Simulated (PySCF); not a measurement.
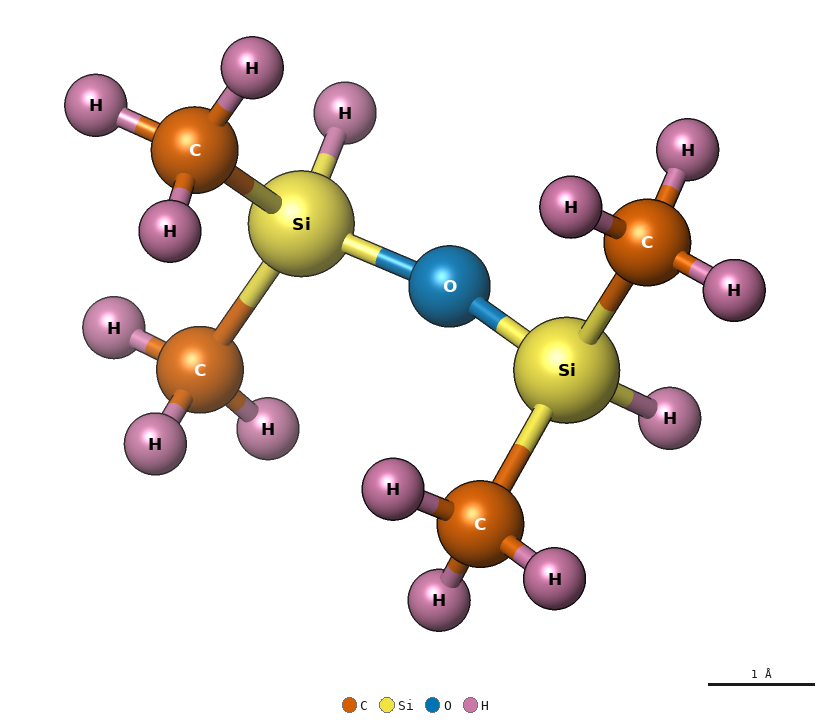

A ball-and-stick model of a molecule.

The geometry was computed by an optimisation with GFN2-xTB. No frequency run is at hand to confirm it as a minimum.

What does the picture show?

The molecule is C4H14OSi2. Its SMILES string is `C[SiH](C)O[SiH](C)C`. It has no ring. Among its groups: Si–H bond, Si–O bond. Coordination, clear cases only: 4 C tetrahedral; 2 Si tetrahedral.

More results for the same structure follow; atom numbers are the same in all pictures, views and colours differ.

## Geometry

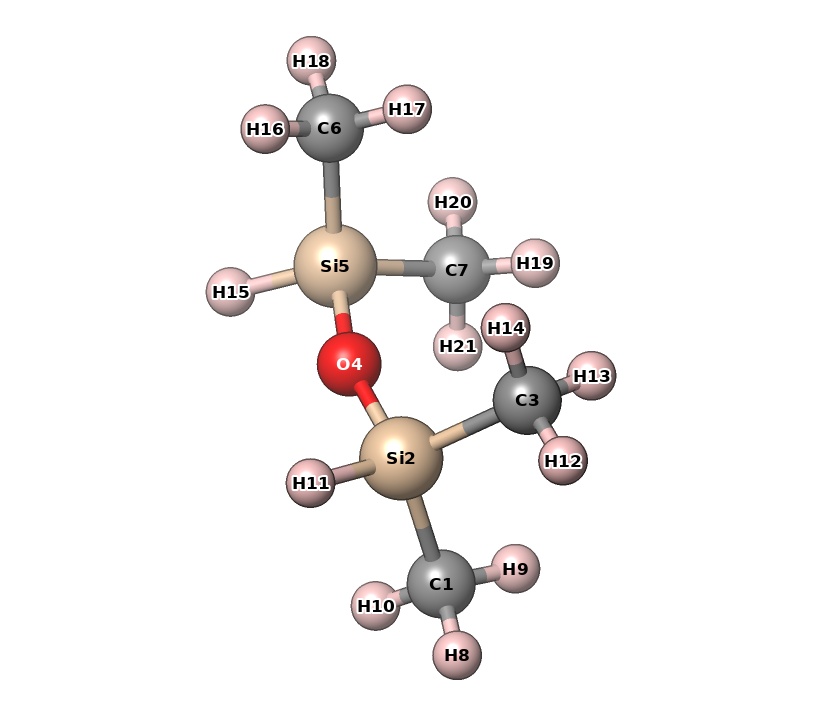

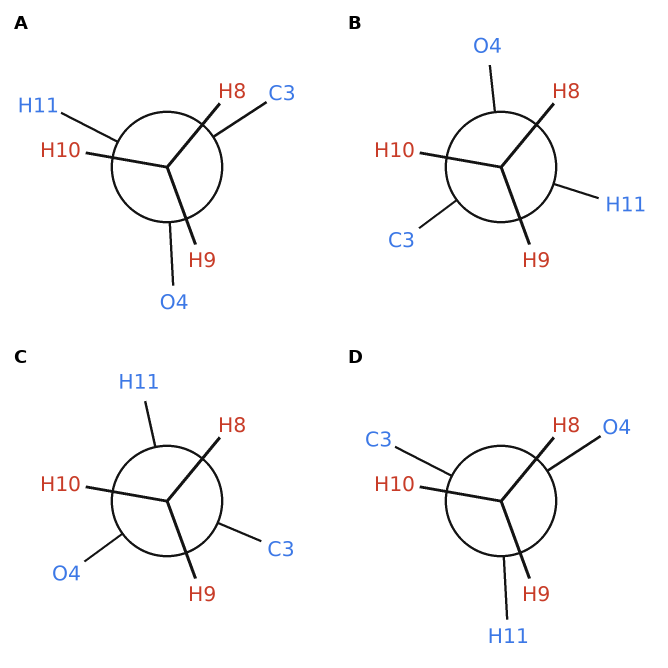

Depth is shown by fading: the farther an atom, the more it takes the colour of the background. Bonds that would overlap in a projection are set slightly apart. No frequency run is at hand to confirm it as a minimum.

Which Newman projection shows the view along C1–Si2, with C1 in front?

C. The torsion angle H8–C1–Si2–O4 is −166°, antiperiplanar (anti).

## NMR shielding

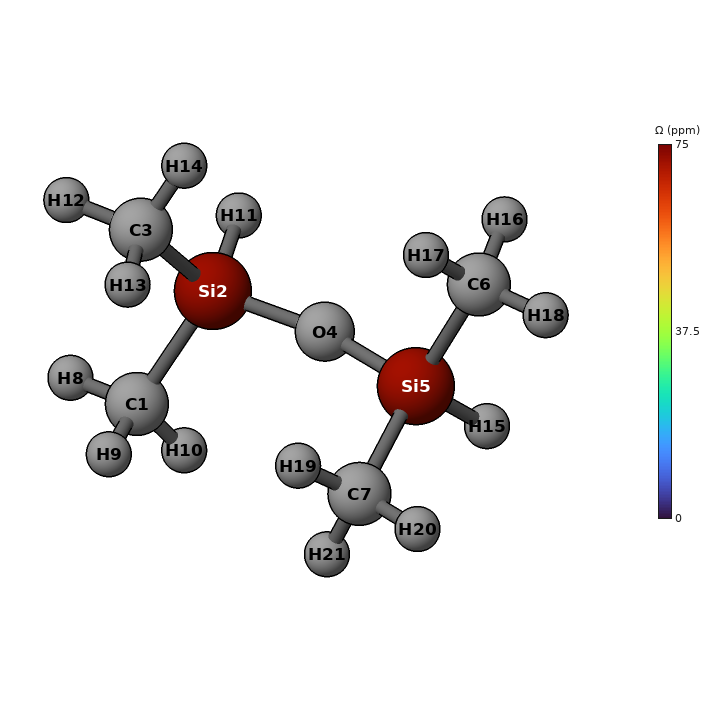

The Si atoms are coloured by the span of their shielding tensor. No frequency run is at hand to confirm it as a minimum. Properties computed with GIAO PBE0/pcSseg-1 NMR shielding, non-relativistic, gas phase (PySCF 2.14.0). Principal shieldings σ11 ≤ σ22 ≤ σ33, span Ω = σ33 − σ11, skew κ = 3(σiso − σ22)/Ω.

Give the shielding tensors of the Si atoms.

```
atom    σ11    σ22    σ33   σiso     Ω      κ
 Si2  316.8  364.4  388.9  356.7  72.1  −0.32
 Si5  316.5  365.0  388.2  356.6  71.7  −0.35
```

Shieldings and span in ppm.

## Dipole moment

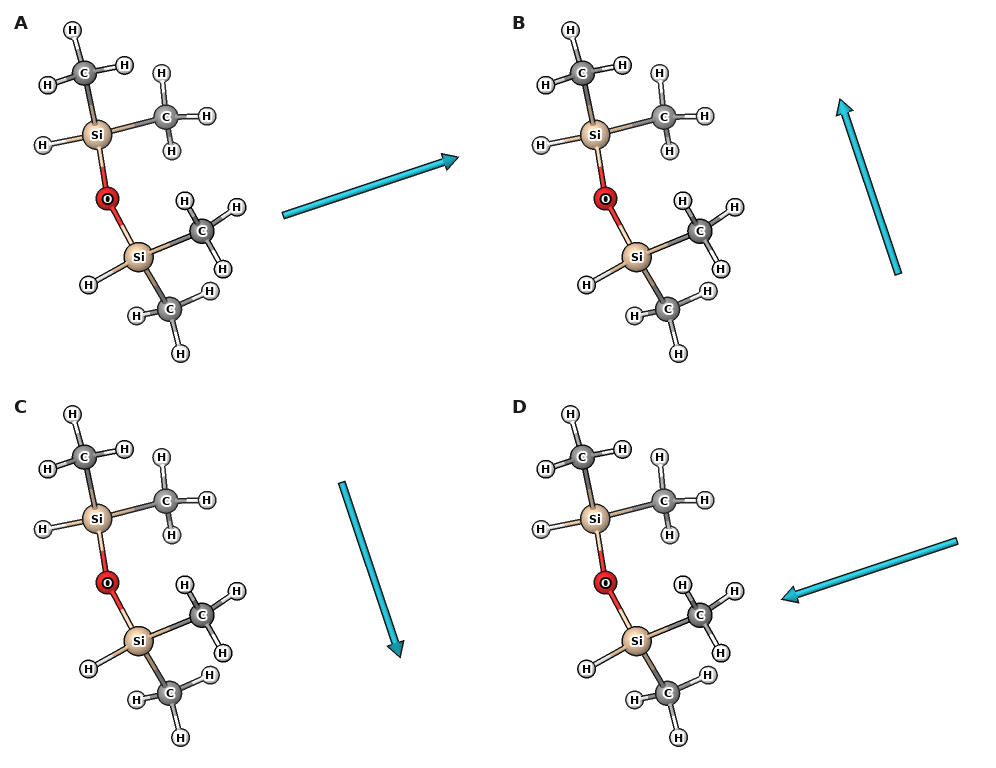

The same molecule four times, each with an arrow. No frequency run is at hand to confirm it as a minimum. Properties computed with PBE0/pcSseg-1, gas phase (PySCF 2.14.0).

Which arrow points along the dipole moment, from the negative to the positive end?

A. The dipole moment is 1.13 D.

## Quadrupole coupling

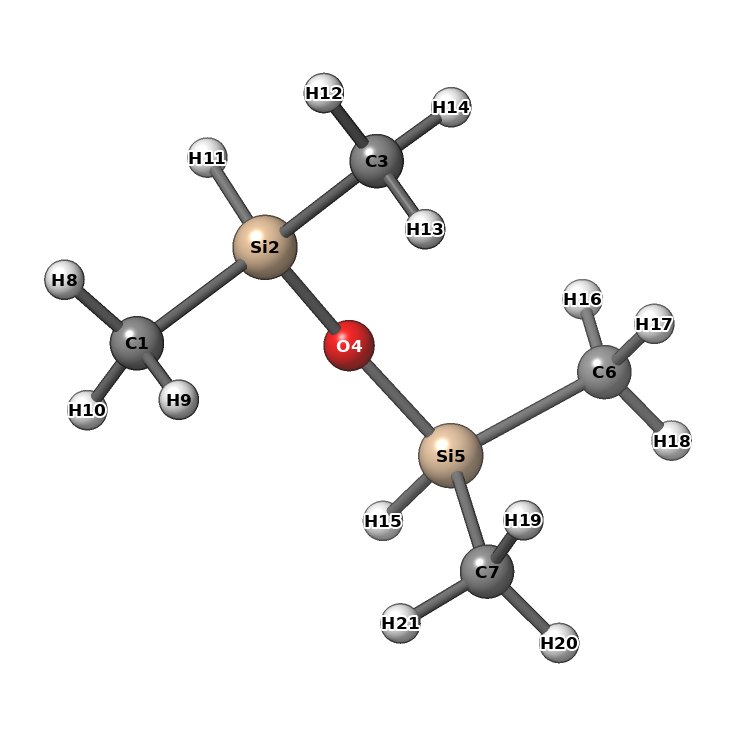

No frequency run is at hand to confirm it as a minimum. Electric field gradients from the ground-state density, PBE0/pcSseg-1 (PySCF 2.14.0), non-relativistic apart from any core potentials.

Give the largest field-gradient component, the quadrupole coupling constant and the asymmetry for 17O at O4 (Q = −25.6 mb), 2H at H8 (Q = 2.86 mb), 2H at H9 (Q = 2.86 mb), 2H at H10 (Q = 2.86 mb), 2H at H11 (Q = 2.86 mb).

```json
{"atom": "O4", "V_zz (a.u.)": "1.096", "e²qQ/h (MHz)": "−6.59", "η": "0.03"}
{"atom": "H8", "V_zz (a.u.)": "0.327", "e²qQ/h (MHz)": "0.220", "η": "0.01"}
{"atom": "H9", "V_zz (a.u.)": "0.325", "e²qQ/h (MHz)": "0.218", "η": "0.01"}
{"atom": "H10", "V_zz (a.u.)": "0.326", "e²qQ/h (MHz)": "0.219", "η": "0.02"}
{"atom": "H11", "V_zz (a.u.)": "0.158", "e²qQ/h (MHz)": "0.106", "η": "0.00"}
```

## Bond orders

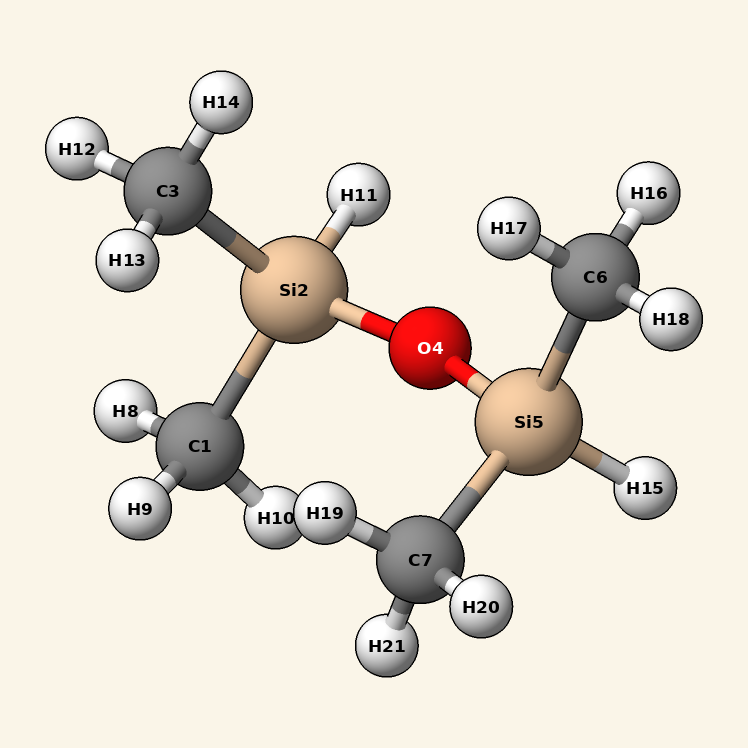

Every bond is drawn as one stick. No frequency run is at hand to confirm it as a minimum. Method: PBE0/pcSseg-1 (PySCF 2.14.0).

List the Mayer bond orders of C1–Si2, Si2–C3, Si2–O4, O4–Si5, Si5–C6, Si5–C7 (bonds between heavy atoms, one of each equivalent set). Atoms whose distances differ by more than 0.02 Å in this geometry are listed apart.

```tsv
bond	Mayer order	length (Å)
C1–Si2	0.94	1.900
Si2–C3	0.93	1.901
Si2–O4	0.93	1.626
O4–Si5	0.92	1.626
Si5–C6	0.94	1.900
Si5–C7	0.93	1.901
```

The geometry is semi-empirical. Around Si such bond lengths and angles can be off by a tenth of an ångström or more and by several degrees, and values that hang on the shape move with them.
